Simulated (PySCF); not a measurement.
```xyz
10

C    -1.4217   -0.5192   -0.0383
Ge    0.0824    0.7552   -0.1035
C     1.8129   -0.2015    0.1887
O     2.5012   -0.0674    1.1604
H    -1.2897   -1.3048   -0.7788
H    -1.4879   -0.9818    0.9433
H    -2.3600   -0.0110   -0.2418
H    -0.0664    1.8390    0.9234
H     0.1166    1.4050   -1.4636
H     2.1215   -0.9089   -0.6122
```

Geometry: GFN2-xTB.

All numbers below come from PBE0/def2-SVPD, SCF density, gas phase (PySCF 2.14.0).

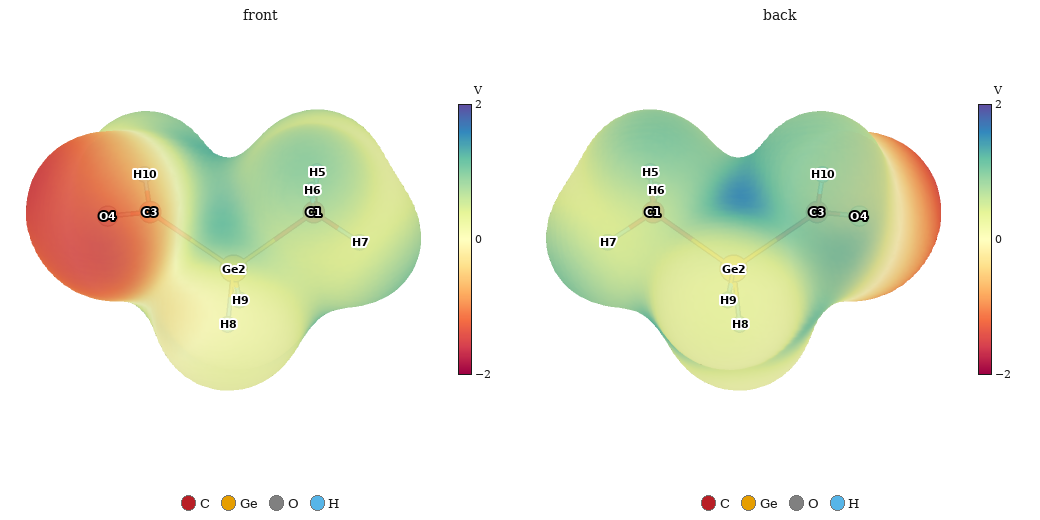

C2H6GeO. The electrostatic potential painted on the density surface at 0.002 e/bohr³, seen from the front and from behind; the colour scale runs from red (negative) to blue (positive).

**Where is the surface potential most negative and most positive?**

The most negative region (about −1.5 V) lies over O4, the most positive (about +1.5 V) over Ge2. O4 is the likeliest acceptor of a hydrogen bond.

**How polar is the molecule by this calculation?**

Its dipole moment is 2.68 D.
